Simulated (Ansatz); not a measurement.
Geometry relaxation of CH₆ClNOSi₂ (part 1 of 2)

- system: CH₆ClNOSi₂
- method: RKS BHLYP-D4/def2-SVP (Ansatz 0.2.0)

It belongs to a series of runs on one base structure; here: end point A relaxed. Figures and captions count atoms from 1; the log counts them from 0 in places.

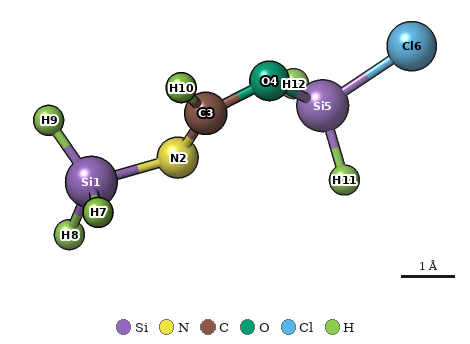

Figure 1. The structure as given in the input (ball-and-stick view, seen at a tilt; atoms are numbered from 1 in the order of the input). Bond lengths as drawn: Cl–Si 2.07 Å, C–H 1.12 Å, C–N 1.27 Å, C–O 1.38 Å, H–Si 1.44 to 1.52 Å, N–Si 1.78 Å and O–Si 1.68 Å.

**Key numbers**

- outcome: converged
- total energy: −32937.4699 eV
- mean-field energy: −32937.0727 eV
- largest force (length of the vector) at the end: 0.014 eV/Å
- hardware: 2 threads of Arm Neoverse V1, 24 GiB of memory available, shared host
- wall time: 82 s (CPU time 2.7 min)
- peak memory: 0.32 GiB

**Input file**
```yaml
crystal:
  periodic: [false, false, false]
  atoms:
    - { symbol: Si, position_ang: [-0.3652, -2.4311, 0.2255] }
    - { symbol: "N", position_ang: [-0.3679, -0.6499, 0.2091] }
    - { symbol: C, position_ang: [0.6048, -0.1397, -0.4237] }
    - { symbol: O, position_ang: [0.9251, 1.1961, -0.5265] }
    - { symbol: Si, position_ang: [-0.1266, 2.3501, 0.0918] }
    - { symbol: Cl, position_ang: [0.7459, 4.1535, -0.4123] }
    - { symbol: H, position_ang: [-0.4258, -2.8386, -1.1914] }
    - { symbol: H, position_ang: [-1.5728, -2.8198, 0.9506] }
    - { symbol: H, position_ang: [0.8348, -2.856, 0.8946] }
    - { symbol: H, position_ang: [1.4524, -0.6843, -0.9041] }
    - { symbol: H, position_ang: [-1.4882, 2.3448, -0.4902] }
    - { symbol: H, position_ang: [-0.1394, 2.3196, 1.6107] }
basis:
  gaussian: { orbitals: def2-SVP }
hamiltonian:
  xc: { name: BHLYP }
  dispersion: d4
relax:
  f_tol: 0.02
  max_steps: 50
```

Launch command:
```bash
ansatz run input.yaml --threads 2 --pin off --max-ram 3072MiB --backend cpu --events-out ev --progress --plain --runs-dir out
```

**The program's output**
```
The last accepted step is kept in [file] (removed where the run ends without a failure and the disk answers)
Engine: ansatz 0.2.0, aarch64-unknown-linux-gnu
Functional definition: BHLYP
  parameter a = 0.5
  exchange = (1 - a)*b88_x + a*exact_x
  correlation = lyp_c
1311 factors; integrals over basis functions are off by at most 5.9e-4 eV
mean field evaluation 1: about -32932.6392 eV, gradient 4.5e1 eV
mean field evaluation 2: about -32931.4900 eV, gradient 5.1e1 eV
mean field evaluation 4: about -32936.5909 eV, gradient 3.4e0 eV
mean field evaluation 8: about -32936.6606 eV, gradient 1.9e-1 eV
mean field evaluation 16: about -32936.6607 eV, gradient 3.4e-5 eV
mean field -32936.66068783 eV, -1210.3999550073 hartree, gradient 3.4e-5 eV, S^2 0.000000; 0 other end points of the search recorded, 0 dependent functions left out
the calculation of the forces begins
reference -32936.66089867 eV, -1210.3999627555 hartree; 36, 36 occupied and 90, 90 virtual orbitals, 1311 factors
relax step   1: F+E_penalty+E_count = -32937.04720591 eV  Δ(F+E_penalty+E_count) = +0.000e0 eV  max|allowed force component| = 1.575e0 eV/Å  Δτ_max = 0.0000 Å  (28 SCF iters, accepted)
these checks for a lower state are left out or cut short: starts, cluster_reference, orbital_swaps, neighbouring_geometries, increment
1311 factors; integrals over basis functions are off by at most 5.9e-4 eV
mean field -32936.78298497 eV, -1210.4044493444 hartree, gradient 2.0e-5 eV, S^2 0.000000; 0 other end points of the search recorded, 0 dependent functions left out
[... from here on the field's lines of each further geometry are left out, up to the last ...]
relax step   2: F+E_penalty+E_count = -32937.17208953 eV  Δ(F+E_penalty+E_count) = -1.249e-1 eV  max|allowed force component| = 2.403e0 eV/Å  Δτ_max = 0.1536 Å  (32 SCF iters, accepted)
relax step   3: F+E_penalty+E_count = -32937.37118041 eV  Δ(F+E_penalty+E_count) = -1.991e-1 eV  max|allowed force component| = 7.352e-1 eV/Å  Δτ_max = 0.2000 Å  (32 SCF iters, accepted)
relax step   4: F+E_penalty+E_count = -32937.40176157 eV  Δ(F+E_penalty+E_count) = -3.058e-2 eV  max|allowed force component| = 1.498e-1 eV/Å  Δτ_max = 0.1523 Å  (33 SCF iters, accepted)
relax step   5: F+E_penalty+E_count = -32937.40538957 eV  Δ(F+E_penalty+E_count) = -3.628e-3 eV  max|allowed force component| = 4.032e-1 eV/Å  Δτ_max = 0.1899 Å  (32 SCF iters, accepted)
relax step   6: F+E_penalty+E_count = -32937.41328424 eV  Δ(F+E_penalty+E_count) = -7.895e-3 eV  max|allowed force component| = 2.496e-1 eV/Å  Δτ_max = 0.0276 Å  (33 SCF iters, accepted)
relax step   7: F+E_penalty+E_count = -32937.41937463 eV  Δ(F+E_penalty+E_count) = -6.090e-3 eV  max|allowed force component| = 1.633e-1 eV/Å  Δτ_max = 0.1300 Å  (33 SCF iters, accepted)
relax step   8: F+E_penalty+E_count = -32937.42411565 eV  Δ(F+E_penalty+E_count) = -4.741e-3 eV  max|allowed force component| = 2.066e-1 eV/Å  Δτ_max = 0.0937 Å  (33 SCF iters, accepted)
relax step   9: F+E_penalty+E_count = -32937.43030426 eV  Δ(F+E_penalty+E_count) = -6.189e-3 eV  max|allowed force component| = 2.822e-1 eV/Å  Δτ_max = 0.1374 Å  (33 SCF iters, accepted)
relax step  10: F+E_penalty+E_count = -32937.44065047 eV  Δ(F+E_penalty+E_count) = -1.035e-2 eV  max|allowed force component| = 2.349e-1 eV/Å  Δτ_max = 0.1028 Å  (32 SCF iters, accepted)
relax step  11: F+E_penalty+E_count = -32937.45980614 eV  Δ(F+E_penalty+E_count) = -1.916e-2 eV  max|allowed force component| = 3.248e-1 eV/Å  Δτ_max = 0.1762 Å  (32 SCF iters, accepted)
relax step  12: F+E_penalty+E_count = -32937.45127902 eV  Δ(F+E_penalty+E_count) = +8.527e-3 eV  max|allowed force component| = 9.204e-1 eV/Å  Δτ_max = 0.1379 Å  (32 SCF iters, rejected (line search))
relax step  13: F+E_penalty+E_count = -32937.46546766 eV  Δ(F+E_penalty+E_count) = -5.662e-3 eV  max|allowed force component| = 9.654e-2 eV/Å  Δτ_max = 0.0686 Å  (32 SCF iters, accepted)
relax step  14: F+E_penalty+E_count = -32937.46835042 eV  Δ(F+E_penalty+E_count) = -2.883e-3 eV  max|allowed force component| = 7.054e-2 eV/Å  Δτ_max = 0.0975 Å  (32 SCF iters, accepted)
relax step  15: F+E_penalty+E_count = -32937.46906105 eV  Δ(F+E_penalty+E_count) = -7.106e-4 eV  max|allowed force component| = 1.410e-1 eV/Å  Δτ_max = 0.0560 Å  (33 SCF iters, accepted)
relax step  16: F+E_penalty+E_count = -32937.46943005 eV  Δ(F+E_penalty+E_count) = -3.690e-4 eV  max|allowed force component| = 1.044e-1 eV/Å  Δτ_max = 0.0365 Å  (34 SCF iters, accepted)
the calculation of the forces begins
reference -32937.07270727 eV, -1210.4150964423 hartree; 36, 36 occupied and 90, 90 virtual orbitals, 1311 factors
relax step  17: F+E_penalty+E_count = -32937.46969951 eV  Δ(F+E_penalty+E_count) = -2.695e-4 eV  max|allowed force component| = 1.066e-2 eV/Å  Δτ_max = 0.0118 Å  (26 SCF iters, accepted)
```

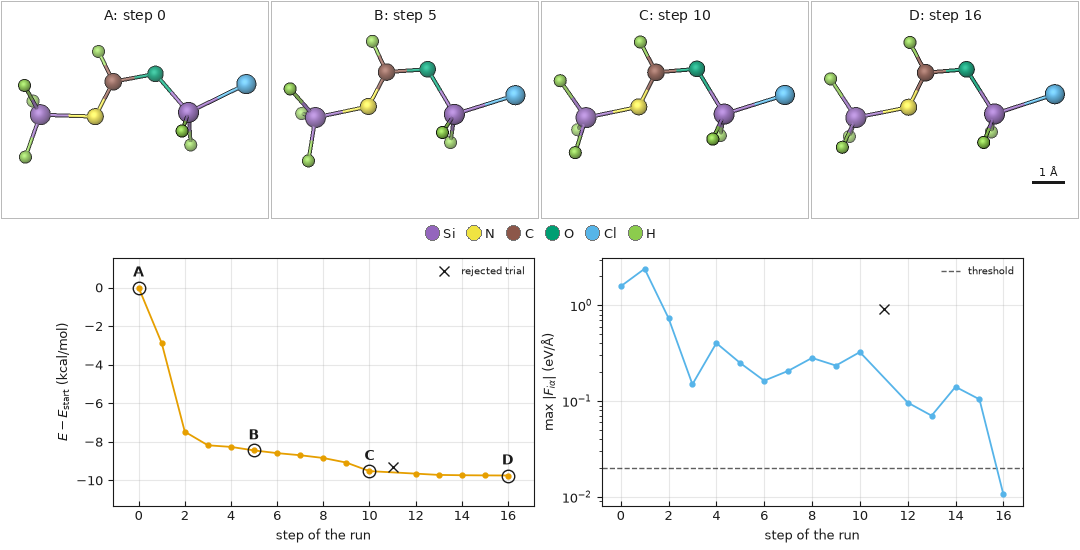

Figure 2. Frames of the relaxation (ball-and-stick view, seen at a tilt) above the curves, on which the letters mark them (the first geometry is step 0 here and step 1 in the log).

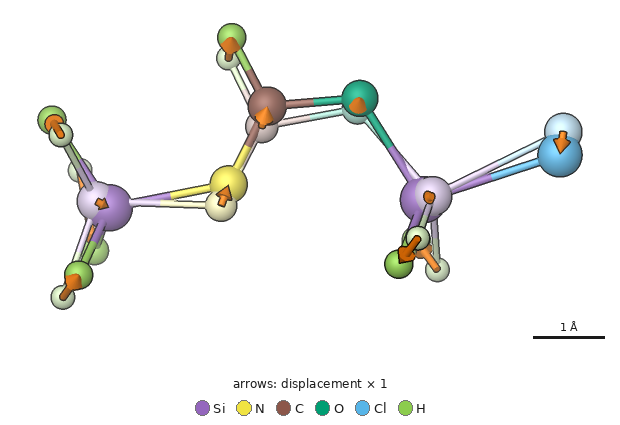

Figure 3. Start (faint) and end (solid) with the displacements as orange arrows, at true length (ball-and-stick view, seen at a tilt). The two geometries are laid on each other by the best rigid fit. Over 16 geometry steps the energy falls by 9.74 kcal/mol. Largest force component: 1.6 eV/Å at the start, 0.011 eV/Å at the end. The line search rejected the trial step at point 11 (counted from 0) and went back. The largest move after the best rigid fit is that of H9, 1.16 Å. Largest moves by element: H 1.16 Å, C 0.39 Å, O 0.39 Å, Cl 0.35 Å, N 0.33 Å, Si 0.21 Å. Among the contacts that change: Si5–H12 1.519 → 1.466 Å, C3–O4 1.378 → 1.324 Å, Si1–N2 1.781 → 1.736 Å, Si1–H9 1.438 → 1.478 Å. Among the angles that change: Si1–N2–C3 113.9° → 127.9°, O4–C3–H10 105.3° → 111.9°, N2–Si1–H7 105.5° → 111.3°. (Atoms are counted from 1 in the order of the input.)

```
1311 factors; integrals over basis functions are off by at most 6.6e-4 eV
mean field -32937.07249585 eV, -1210.4150886729 hartree, gradient 2.2e-5 eV, S^2 0.000000; 1 other end points of the search recorded, 0 dependent functions left out
the calculation of the forces begins
reference -32937.07270727 eV, -1210.4150964423 hartree; 36, 36 occupied and 90, 90 virtual orbitals, 1311 factors
Total energy: -32937.46991093 eV, -1210.4296934076 hartree
Atom 0 at    -0.395558    -2.258336     0.305890 Å, force    -0.004563    -0.006349    -0.008348 eV/Å
Atom 1 at    -0.080168    -0.567766     0.066258 Å, force     0.008183     0.007140    -0.001289 eV/Å
Atom 2 at     0.665948    -0.037433    -0.789052 Å, force    -0.008246     0.001198    -0.000260 eV/Å
Atom 3 at     0.815127     1.276642    -0.859672 Å, force    -0.005461    -0.000238     0.003567 eV/Å
Atom 4 at    -0.059155     2.203839     0.260003 Å, force     0.002644    -0.008727    -0.010660 eV/Å
Atom 5 at     0.457814     4.134192    -0.219635 Å, force     0.001898     0.000604     0.003680 eV/Å
Atom 6 at     0.349619    -3.091019    -0.676210 Å, force     0.002211     0.002780     0.007783 eV/Å
Atom 7 at    -1.844462    -2.503129     0.147284 Å, force     0.000563     0.001397     0.003021 eV/Å
Atom 8 at     0.014668    -2.633687     1.675373 Å, force     0.000784    -0.000844    -0.004262 eV/Å
Atom 9 at     1.259867    -0.557872    -1.550587 Å, force     0.000659     0.001311     0.006090 eV/Å
Atom 10 at    -1.501088     2.048544     0.047692 Å, force     0.001625    -0.000365     0.002316 eV/Å
Atom 11 at     0.394488     1.930725     1.626755 Å, force    -0.000298     0.002093    -0.001639 eV/Å
Dipole moment:    -0.006410    -0.365995    -0.020187 e Å
```

**Trajectory as extended XYZ (Å, eV, eV/Å), 17 frames, from step=1 to step=17**
```
12
Properties=species:S:1:pos:R:3:forces:R:3 step=1 energy=-32937.04721
Si   -0.3652   -2.4311    0.2255   -0.9799   1.3382  -0.3364
N    -0.3679   -0.6499    0.2091    1.4789   0.8088  -1.1206
C     0.6048   -0.1397   -0.4237    0.8157   0.4516   0.5981
O     0.9251    1.1961   -0.5265   -1.4260  -1.5746   0.2172
Si   -0.1266    2.3501    0.0918   -0.0515   0.6499   1.1146
Cl    0.7459    4.1535   -0.4123   -0.0532  -0.1767  -0.0592
H    -0.4258   -2.8386   -1.1914    0.0762  -0.3664  -0.0089
H    -1.5728   -2.8198    0.9506   -0.1453  -0.3254   0.1130
H     0.8348   -2.8560    0.8946    0.6773  -0.4933   0.3205
H     1.4524   -0.6843   -0.9041   -0.6503   0.0847   0.0779
H    -1.4882    2.3448   -0.4902    0.3032  -0.2368  -0.0055
H    -0.1394    2.3196    1.6107   -0.0451  -0.1601  -0.9106
12
Properties=species:S:1:pos:R:3:forces:R:3 step=2 energy=-32937.17209
Si   -0.4070   -2.3609    0.2318   -0.0248   0.5238   0.0012
N    -0.2747   -0.5831    0.2225    0.4192  -0.5869   0.3595
C     0.7288   -0.0971   -0.3438    0.0179   0.7642  -2.4034
O     0.9308    1.2343   -0.5324   -0.1740  -1.2102   0.7088
Si   -0.1340    2.3589    0.1197   -0.1106   0.0531   0.2182
Cl    0.7166    4.1498   -0.4332   -0.1124  -0.0620   0.1068
H    -0.4379   -2.8855   -1.1571   -0.0500   0.0766   0.0192
H    -1.6158   -2.7982    0.9481   -0.0754   0.1062   0.0203
H     0.7831   -2.9176    0.8976    0.1114  -0.1043   0.1139
H     1.4411   -0.6467   -1.0260   -0.2018   0.3241   1.0938
H    -1.4731    2.2557   -0.4865    0.1326   0.0031  -0.0179
H    -0.1807    2.2353    1.5934    0.0679   0.1122  -0.2205
12
Properties=species:S:1:pos:R:3:forces:R:3 step=3 energy=-32937.37118
Si   -0.4134   -2.3205    0.2503   -0.0085  -0.2855   0.0516
N    -0.1670   -0.6082    0.1584    0.7035   0.6033  -0.4995
C     0.7837   -0.0796   -0.4855   -0.7352  -0.4216   0.4161
O     0.9414    1.2283   -0.5611    0.1234   0.2167  -0.0776
Si   -0.1570    2.3064    0.1372   -0.0488  -0.0962   0.0589
Cl    0.6191    4.1457   -0.3423   -0.0189  -0.0156   0.0197
H    -0.4896   -2.8958   -1.1157   -0.0496  -0.0519   0.0046
H    -1.6657   -2.6072    0.9799    0.0396   0.0263  -0.0261
H     0.7300   -2.9560    0.9526   -0.0557  -0.0462   0.0382
H     1.5609   -0.6138   -1.0526   -0.0448   0.1039   0.0753
H    -1.4806    2.1775   -0.4859    0.0480  -0.0286  -0.0160
H    -0.1846    2.1679    1.5990    0.0469  -0.0048  -0.0452
12
Properties=species:S:1:pos:R:3:forces:R:3 step=4 energy=-32937.40176
Si   -0.4273   -2.2958    0.2560   -0.0287  -0.0012   0.0034
N    -0.1086   -0.5924    0.0846    0.0858   0.0619  -0.0265
C     0.8357   -0.0527   -0.5352    0.0164   0.0846  -0.0192
O     0.9856    1.2637   -0.6009   -0.0002  -0.0542   0.0108
Si   -0.1584    2.2538    0.1463   -0.0348   0.1118  -0.0059
Cl    0.5067    4.1563   -0.2741   -0.0398  -0.0823   0.0261
H    -0.5392   -2.9509   -1.0707    0.0006   0.0055  -0.0092
H    -1.6989   -2.4586    0.9827   -0.0278  -0.0093   0.0121
H     0.6544   -2.9666    1.0182    0.0031   0.0294   0.0087
H     1.6364   -0.5502   -1.0899    0.0603  -0.1498  -0.0386
H    -1.4696    2.0686   -0.4829   -0.0204   0.0120   0.0289
H    -0.1397    2.0697    1.6002   -0.0144  -0.0083   0.0095
```
